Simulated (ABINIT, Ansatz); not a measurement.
# InH3 (Pm-3m): zone-centre phonons

Aim: the zone-centre modes of InH3 (Pm-3m).

Method: DFT LDA, scalar-relativistic, plane waves, HGH norm-conserving pseudopotentials, in ABINIT 10.8.3.

The structure was built from a prototype and need not be the compound's stable phase.

## 1. The starting structure

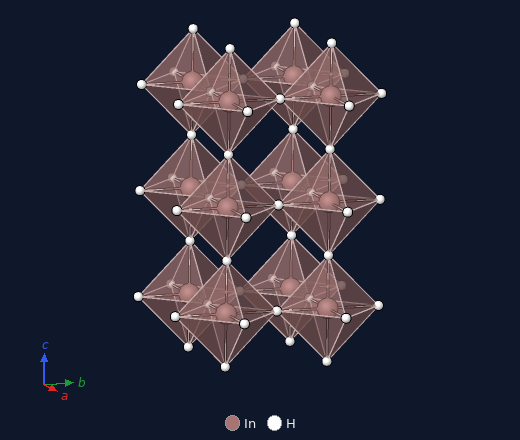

The starting structure, seen slightly off an axis (indium brown, hydrogen white). 1×1×2 cells are drawn. Some periodic images of atoms are drawn too.

## 2. Relaxing the cell and atoms

The harmonic expansion needs vanishing forces, and a free crystal bears no stress, so cell and atoms are brought to rest. Stress is more sensitive to the basis than forces are: the last 3 Ha under the cutoff are smoothed with ecutsm, and the cutoff is raised above that of the later runs.

The starting cell comes from a relaxation made beforehand in Ansatz (LDA, PseudoDojo NC).

relax.abi

```
# relaxation
ionmov 2
optcell 2
dilatmx 1.08
ntime 40
tolmxf 1.0d-05
tolvrs 1.0d-14
prtwf 0
prtden 0
chksymtnons 0

# basis, mesh and filling
ecut 43.0
ecutsm 3.0
ixc 7
ngkpt 8 8 8
nshiftk 1
shiftk 0.0 0.0 0.0
istwfk *1
occopt 3
tsmear 0.01
nband 8
nstep 100
diemac 1000000.0
prtebands 0
prtgsr 0

# cell and atoms
acell 3*1.0 Angstrom
rprim 
    3.788574981 0.0 0.0
    0.0 3.788574981 0.0
    0.0 0.0 3.788574981
ntypat 2
znucl 49 1
natom 4
typat 1 2 2 2
xred 
    0.0 0.0 0.0
    0.5 0.0 0.0
    0.0 0.5 0.0
    0.0 0.0 0.5
pp_dirpath "./pseudo"
pseudos "In.hgh, H.hgh"
```

On the command line:

```bash
$ OMP_NUM_THREADS=1 mpirun -n 2 abinit relax.abi > relax.log
```

Numbers of over 12 decimals in the logs are rounded to 6 here.

relax.abo, the main output file:

```text
[banners, grids, parts of the stress and lines that vanish by symmetry left out]
- input  file    -> relax.abi
- output file    -> relax.abo
- root for input  files -> relaxi
[...]
Symmetries : space group Pm -3 m (#221); Bravais cP (primitive cubic)
[...]
mpw =        6248          nfft =      110592          nkpt =          35
[...]
== DATASET  1 ==================================================================
[...]
cutoff_energies: {ecut:  43.0, pawecutdg:  -1.0, }
[...]
Exchange-correlation functional for the present dataset will be:
  LDA: Perdew-Wang 92 LSD fit to Ceperley-Alder data - ixc=7
[...]
ETOT  1  -3.723722    -3.724E+00 2.027E-02 8.862E+01
 ETOT  2  -3.738442    -1.472E-02 1.406E-04 1.292E+01
 ETOT  3  -3.738817    -3.756E-04 4.938E-04 1.220E+00
 ETOT  4  -3.738853    -3.550E-05 8.527E-06 7.116E-02
 ETOT  5  -3.738854    -1.191E-06 2.745E-06 1.753E-03
[...]
At SCF step   10       vres2   =  7.16E-15 < tolvrs=  1.00E-14 =>converged.
[...]
sigma(1 1)=  8.88972103E-05  sigma(3 2)=  0.00000000E+00
  sigma(2 2)=  8.88972103E-05  sigma(3 1)=  0.00000000E+00
  sigma(3 3)=  8.88972103E-05  sigma(2 1)=  0.00000000E+00
[...]
convergence: {deltae: -2.838E-13, res2:  7.160E-15, residm:  5.514E-07, diffor: null, }
etotal    :  -3.73885412E+00
[...]
ETOT  1  -3.739086    -3.739E+00 2.881E+01 1.773E-01
[...]
At SCF step    9       vres2   =  1.38E-16 < tolvrs=  1.00E-14 =>converged.
[...]
sigma(1 1)=  7.84542830E-05  sigma(3 2)=  0.00000000E+00
  sigma(2 2)=  7.84542830E-05  sigma(3 1)=  0.00000000E+00
  sigma(3 3)=  7.84542830E-05  sigma(2 1)=  0.00000000E+00
[...]
convergence: {deltae: -2.056E-13, res2:  1.380E-16, residm:  1.465E-09, diffor: null, }
etotal    :  -3.73909924E+00
[...]
ETOT  1  -3.739221    -3.739E+00 1.080E+01 8.698E+00
[...]
At SCF step   10       vres2   =  1.02E-16 < tolvrs=  1.00E-14 =>converged.
[...]
sigma(1 1)= -6.02607280E-06  sigma(3 2)=  0.00000000E+00
  sigma(2 2)= -6.02607280E-06  sigma(3 1)=  0.00000000E+00
  sigma(3 3)= -6.02607280E-06  sigma(2 1)=  0.00000000E+00
[...]
convergence: {deltae: -1.292E-13, res2:  1.025E-16, residm:  6.380E-08, diffor: null, }
etotal    :  -3.73986802E+00
[...]
ETOT  1  -3.739869    -3.740E+00 2.472E-08 4.244E-02
[...]
At SCF step    8       vres2   =  4.79E-15 < tolvrs=  1.00E-14 =>converged.
[...]
sigma(1 1)=  3.41463021E-07  sigma(3 2)=  0.00000000E+00
  sigma(2 2)=  3.41463021E-07  sigma(3 1)=  0.00000000E+00
  sigma(3 3)=  3.41463021E-07  sigma(2 1)=  0.00000000E+00
[...]
convergence: {deltae:  2.665E-14, res2:  4.792E-15, residm:  1.789E-09, diffor: null, }
etotal    :  -3.73987182E+00
[...]
ETOT  1  -3.739872    -3.740E+00 1.607E-06 1.224E-04
[...]
ETOT  6  -3.739872    -1.359E-13 1.221E-10 4.210E-13
 ETOT  7  -3.739872     1.337E-13 2.981E-11 3.047E-15
 At SCF step    7       vres2   =  3.05E-15 < tolvrs=  1.00E-14 =>converged.
[...]
sigma(1 1)=  1.24775046E-09  sigma(3 2)=  0.00000000E+00
  sigma(2 2)=  1.24775046E-09  sigma(3 1)=  0.00000000E+00
  sigma(3 3)=  1.24775046E-09  sigma(2 1)=  0.00000000E+00
[...]
convergence: {deltae:  1.337E-13, res2:  3.047E-15, residm:  2.981E-11, diffor: null, }
etotal    :  -3.73987183E+00
[...]
At Broyd/MD step   5, gradients are converged :
[...]
sigma(1 1)=  1.24775046E-09  sigma(3 2)=  0.00000000E+00
  sigma(2 2)=  1.24775046E-09  sigma(3 1)=  0.00000000E+00
  sigma(3 3)=  1.24775046E-09  sigma(2 1)=  0.00000000E+00
[...]
- sigma(1 1)=  3.67100859E-05  sigma(3 2)=  0.00000000E+00
- sigma(2 2)=  3.67100859E-05  sigma(3 1)=  0.00000000E+00
- sigma(3 3)=  3.67100859E-05  sigma(2 1)=  0.00000000E+00
[...]
fcart     -0.0000000000E+00 -0.0000000000E+00 -0.0000000000E+00
           strten      1.2477504569E-09  1.2477504583E-09  1.2477504582E-09
================================================================================

[key lines of the parts left out:]
pressure_GPa:  -3.6710E-05
Total energy (etotal) [Ha]= -3.73987182760687E+00
```

Elapsed: 2.3 min, on 2 MPI ranks of Arm Neoverse N1, shared host; 4.6 min of CPU time.

The steps of the relaxation:

| step | energy less that of the first step (eV) | largest force (eV/Å) | volume (Å³) |
| --- | --- | --- | --- |
| 1 | 0.0000 | 0.0000 | 54.38 |
| 2 | -0.0067 | 0.0000 | 53.94 |
| 3 | -0.0276 | 0.0000 | 50.96 |
| 4 | -0.0277 | 0.0000 | 51.16 |
| 5 | -0.0277 | 0.0000 | 51.15 |

| conventional cell, symmetrised | before | after | change |
| --- | --- | --- | --- |
| a (Å) | 3.789 | 3.712 | -2.0 % |
| b (Å) | 3.789 | 3.712 | -2.0 % |
| c (Å) | 3.789 | 3.712 | -2.0 % |
| volume (Å³/atom) | 13.59 | 12.79 | -5.9 % |

The relaxed structure:

```cif
data_structure
_symmetry_space_group_name_H-M 'P 1'
_symmetry_Int_Tables_number 1
_cell_length_a 3.7120
_cell_length_b 3.7120
_cell_length_c 3.7120
_cell_angle_alpha 90.000
_cell_angle_beta 90.000
_cell_angle_gamma 90.000
_cell_volume 51.15
loop_
_atom_site_label
_atom_site_type_symbol
_atom_site_fract_x
_atom_site_fract_y
_atom_site_fract_z
_atom_site_occupancy
In1 In 0.00000 0.00000 0.00000 1
H2 H 0.50000 0.00000 0.00000 1
H3 H 0.00000 0.50000 0.00000 1
H4 H 0.00000 0.00000 0.50000 1
```

This step gave:

```yaml
volume_per_atom: 12.79 Å³
pressure: -3.67e-5 GPa
gap_on_the_k_mesh: 0 eV
```

The volume changes by -5.9 % from the cell with which this run began.

## 3. Ground state

The response is built on these wavefunctions, so the potential is converged far more tightly than an energy would need. Occupations are smeared.

gs.abi

```
# ground state
tolvrs 1.0d-16
prtden 1
prtwf 1

# basis, mesh and filling
ecut 35.0
ixc 7
ngkpt 8 8 8
nshiftk 1
shiftk 0.0 0.0 0.0
istwfk *1
occopt 3
tsmear 0.01
nband 8
nstep 100
diemac 1000000.0
prtebands 0
prtgsr 0

# cell and atoms
acell 3*1.0 Angstrom
rprim 
    3.711976313 0.0 0.0
    0.0 3.711976313 0.0
    0.0 0.0 3.711976313
ntypat 2
znucl 49 1
natom 4
typat 1 2 2 2
xred 
    0.0 0.0 0.0
    0.5 0.0 0.0
    0.0 0.5 0.0
    0.0 0.0 0.5
pp_dirpath "./pseudo"
pseudos "In.hgh, H.hgh"
```

On the command line:

```bash
$ OMP_NUM_THREADS=1 mpirun -n 2 abinit gs.abi > gs.log
```

gs.abo, the main output file:

```text
[banners, grids, parts of the stress and lines that vanish by symmetry left out]
- input  file    -> gs.abi
- output file    -> gs.abo
- root for input  files -> gsi
[...]
Symmetries : space group Pm -3 m (#221); Bravais cP (primitive cubic)
[...]
mpw =        3448          nfft =       64000          nkpt =          35
[...]
== DATASET  1 ==================================================================
[...]
cutoff_energies: {ecut:  35.0, pawecutdg:  -1.0, }
[...]
Exchange-correlation functional for the present dataset will be:
  LDA: Perdew-Wang 92 LSD fit to Ceperley-Alder data - ixc=7
[...]
ETOT  1  -3.724131    -3.724E+00 2.779E-02 5.654E+01
 ETOT  2  -3.737808    -1.368E-02 2.273E-04 7.736E+00
 ETOT  3  -3.738173    -3.647E-04 7.023E-05 7.470E-01
 ETOT  4  -3.738209    -3.580E-05 2.434E-05 3.380E-02
 ETOT  5  -3.738210    -8.964E-07 1.087E-05 7.898E-04
[...]
ETOT 10  -3.738210     1.159E-13 3.797E-06 8.873E-16
 ETOT 11  -3.738210    -4.530E-14 7.675E-06 1.576E-17
 At SCF step   11       vres2   =  1.58E-17 < tolvrs=  1.00E-16 =>converged.
[...]
sigma(1 1)=  1.96764299E-05  sigma(3 2)=  0.00000000E+00
  sigma(2 2)=  1.96764299E-05  sigma(3 1)=  0.00000000E+00
  sigma(3 3)=  1.96764299E-05  sigma(2 1)=  0.00000000E+00
[...]
convergence: {deltae: -4.530E-14, res2:  1.576E-17, residm:  7.675E-06, diffor: null, }
etotal    :  -3.73820955E+00
[...]
sigma(1 1)=  1.96764299E-05  sigma(3 2)=  0.00000000E+00
  sigma(2 2)=  1.96764299E-05  sigma(3 1)=  0.00000000E+00
  sigma(3 3)=  1.96764299E-05  sigma(2 1)=  0.00000000E+00
[...]
- sigma(1 1)=  5.78900555E-01  sigma(3 2)=  0.00000000E+00
- sigma(2 2)=  5.78900555E-01  sigma(3 1)=  0.00000000E+00
- sigma(3 3)=  5.78900555E-01  sigma(2 1)=  0.00000000E+00
[...]
fcart     -0.0000000000E+00 -0.0000000000E+00 -0.0000000000E+00
           strten      1.9676429936E-05  1.9676429936E-05  1.9676429936E-05
================================================================================

[key lines of the parts left out:]
pressure_GPa:  -5.7890E-01
```

Run time: 23 s. Hardware: 2 MPI ranks.

Numbers from this step:

```
pressure : -0.5789 GPa
```

The cell stands at -0.58 GPa: the relaxation ran with a smoothed and higher cutoff, and the difference is a stress of the finite basis.

(Part 1 of 3 ends here.)

[Host names and launcher messages were left out of these logs when they were recorded.]

[Logs are printed without paths, hosts, clocks, repeated set-up lines and the standing remarks that a program may print on its own settings, such as how far it seeks lower states.]

[Hosts, paths, dates, database ids (printed as entryN), source tags and the programs' standing remarks are cut or masked in the printed files.]
